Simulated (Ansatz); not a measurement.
Cd₁₂O: several calculations on one system

**1. Relaxation**

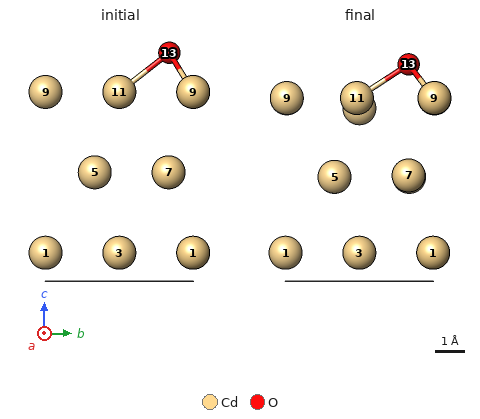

The structure of a slab of composition Cd₁₂O before (left) and after (right) a constrained relaxation, at one scale.

A ball-and-stick model of the cell of the calculation, outlined in the plane, without the vacuum, seen along the a axis.

It is O on Cd(0001), set down by a guess. The run prepares the start of a later molecular dynamics calculation, from a guessed geometry. 4 atoms are held fixed.

These are results of DFT PBE-D3(BJ), scalar-relativistic, plane waves, PAW in Ansatz 0.2.0, not measurements. Settings: plane-wave cutoff 420 eV; k-point mesh 2 × 2 × 1; occupations fermi dirac; smearing width 0.15 eV; no spin polarisation; atoms relaxed in a fixed cell; force threshold 0.08 eV/Å; at most 25 steps.

> What changed between the two?

The atom that moves furthest is a Cd atom (0.57 Å along the normal (−c)). By element the largest moves are Cd 0.57 Å, O 0.41 Å. The lattice vectors keep their values. Among the contacts that change: Cd–Cd 2.980 → 2.832 Å, Cd–O 2.230 → 2.158 Å, Cd–O 2.148 → 2.159 Å. Among the angles between lasting bonds that change: Cd–O–Cd 84.0° → 93.0°, Cd–O–Cd 85.8° → 92.9°. The energy falls by 0.397 eV per cell of the calculation in 3 accepted moves (4 points after the start). Largest force component: 0.71 eV/Å at the start, 0.02 eV/Å at the end. 1 step only repeated the SCF at the same geometry.

Limits of the set-up: the k-point mesh is coarse for a cell with partly filled bands; the periodic images lie only 6.0 Å apart, so the values are limited by the cell's size.

**2. Energy conservation**

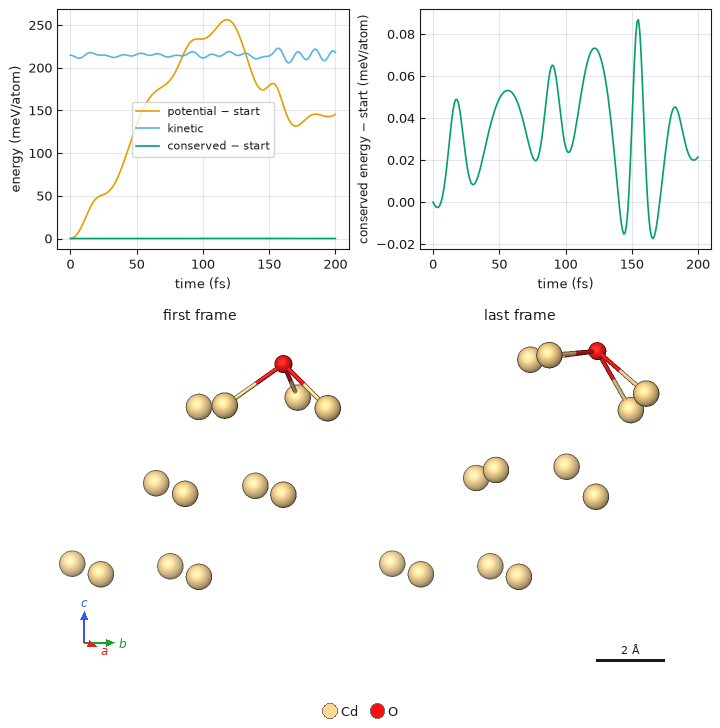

Molecular dynamics of O on Cd(0001) (13 atoms in the cell), 200 fs long. Style: ball-and-stick. Shown: the simulation cell, with the vacuum cut short, slightly off an axis. Bonds to atoms that aren't drawn are left out.

Level of theory: DFT PBE-D3(BJ), scalar-relativistic, plane waves, PAW in Ansatz. Set-up: plane-wave cutoff 420 eV; k-point mesh 2 × 2 × 1; Fermi-Dirac smearing 0.15 eV; 4 atoms held fixed; Nosé-Hoover thermostat (NVT); set temperature 2400 K; time step 1 fs; thermostat time 3.0 fs.

> Is this trajectory numerically sound?

The conserved quantity stays between −0.017 and 0.087 meV per atom of its start. A straight-line fit has a slope that amounts to +0.0011 meV per atom over 200 fs (under 0.1 % of the mean kinetic energy), its mean offset in the second half is under 0.1 %, and the ripple about the line is 0.8 % of the kinetic energy's fluctuation. With a drift under 2 % and a ripple under 7 %, the integration is accurate. The thermostat's time constant is so short that it disturbs the motion. Over the second half the temperature averages 2401 K (spread ±42 K). The potential energy is still drifting at the end, so the run hasn't reached equilibrium. The potential energy in the second half lies on average 186 meV per atom above the first frame.

Limits of the set-up: the k-point mesh is coarse for a cell with partly filled bands; the periodic images lie only 6.0 Å apart, so the values are limited by the cell's size.

**3. Energy conservation**

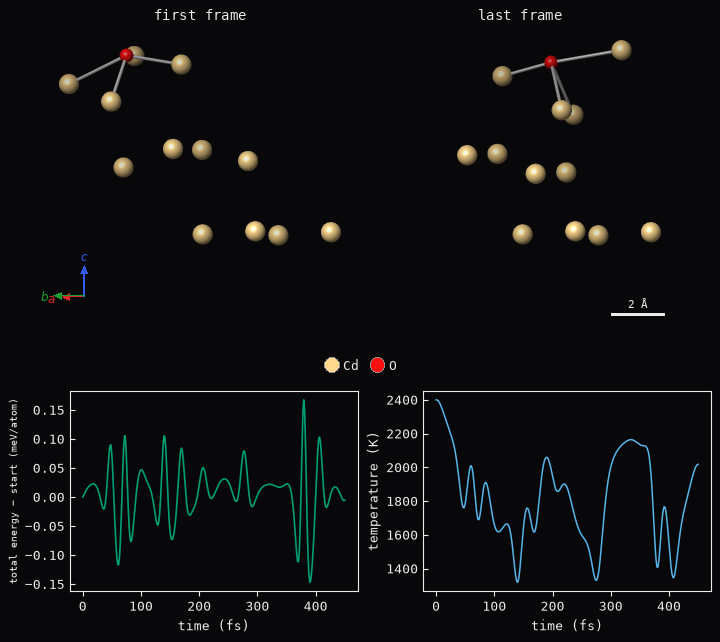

First-principles dynamics of O on Cd(0001) (13 atoms in the cell), 450 fs long. It starts from the last geometry of an earlier run, with fresh velocities. A ball-and-stick model of the simulation cell, with the vacuum cut short, seen from a free direction. Bonds to atoms that aren't drawn are left out.

Computed with DFT PBE-D3(BJ), scalar-relativistic, plane waves, PAW (Ansatz). Run with plane-wave cutoff 420 eV; k-point mesh 2 × 2 × 1; Fermi-Dirac smearing 0.15 eV; 4 atoms held fixed; constant energy (NVE); velocities drawn for 2400 K; time step 1.5 fs.

Input
```yaml
crystal:
  lattice:
    - [5.96, 0.0, 0.0]
    - [2.98, 5.161511, 0.0]
    - [0.0, 0.0, 16.62028]
  atoms:
    - { symbol: Cd, position: [0.0, 0.0, 0.0601675] }
    - { symbol: Cd, position: [0.5, 0.0, 0.0601675] }
    - { symbol: Cd, position: [0.0, 0.5, 0.0601675] }
    - { symbol: Cd, position: [0.5, 0.5, 0.0601675] }
    - { symbol: Cd, position: [-0.20000274, 0.29554365, 0.26080429] }
    - { symbol: Cd, position: [0.2961784, 0.34191187, 0.22773397] }
    - { symbol: Cd, position: [-0.17669132, 0.79832593, 0.21829868] }
    - { symbol: Cd, position: [0.38297191, 0.77706335, 0.25520644] }
    - { symbol: Cd, position: [0.0812431, -0.02078622, 0.41432935] }
    - { symbol: Cd, position: [0.58346796, 0.04624455, 0.36653311] }
    - { symbol: Cd, position: [0.23355474, 0.44132099, 0.48388695] }
    - { symbol: Cd, position: [0.70500037, 0.49852515, 0.45619151] }
    - { symbol: O, position: [0.75686266, 0.8247345, 0.47658304] }
basis:
  ecutwfc: 420.0
kpoints:
  mp_grid: { grid: [2, 2, 1] }
hamiltonian:
  xc: pbe
  dispersion: d3bj
scf:
  occupations: { method: fermi_dirac, width: 0.15 }
  lower_state_search: "off"
md:
  timestep: 1.5
  n_steps: 300
  ensemble: nve
  temperature: 2400.0
  initial_velocities: maxwell_boltzmann
  seed: 804493
  constraints: [{ sites: [0, 1, 2, 3] }]
```

Command:
```bash
ansatz run input.yaml --threads 2 --pin off --max-ram 5120MiB --backend cpu --events-out ev --progress --plain --runs-dir out
```

> Is this trajectory numerically sound?

The total energy stays between −0.15 and 0.17 meV per atom of its start. A straight-line fit has a slope that amounts to −0.0015 meV per atom over 450 fs (under 0.1 % of the mean kinetic energy), its mean offset in the second half is under 0.1 %, and the ripple about the line is 0.2 % of the kinetic energy's fluctuation. With a drift under 2 % and a ripple under 7 %, the integration is accurate. Over the second half the temperature averages 1796 K (spread ±270 K). The potential energy in the second half lies on average 54.0 meV per atom above the first frame.

Limits of the set-up: the periodic images lie only 6.0 Å apart, so the values are limited by the cell's size.

The run took 20 min on 2 threads of Intel(R) Xeon(R) Platinum 8488C (Sapphire Rapids), on a shared host, peak memory 1.3 GiB.
